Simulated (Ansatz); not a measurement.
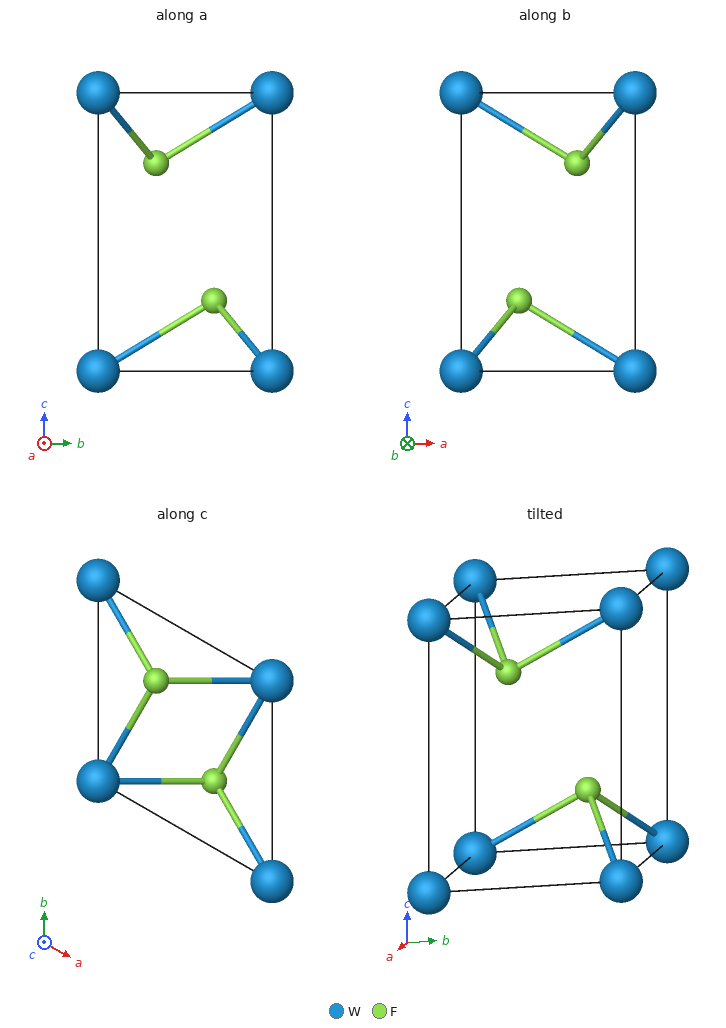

Drawn in the ball-and-stick manner and seen along the a axis, along the b axis, along the c axis and slightly off an axis. Thin lines show the conventional unit cell, with boundary atoms drawn in all their periodic places.

Lattice parameters: a = 3.299 Å, b = 3.299 Å, c = 4.573 Å, α = 90.00°, β = 90.00°, γ = 120.00°.

Question: From the views, write a table of Wyckoff sites, with free fractional coordinates to two decimals.

Answer: Space group P-3m1 (No. 164).
```csv
atom,site,x,y,z
W,1a,0.00,0.00,0.00
F,2d,0.3333,0.6667,0.25
```

The model was built from a structure type filled with these elements by a generator (whether the compound takes this form wasn't checked). Earlier steps of the study, as a rule a relaxation of our own, may have changed the cell and positions, so they can lie some per cent off the listed ones. It was set up as input for a calculation with Ansatz.
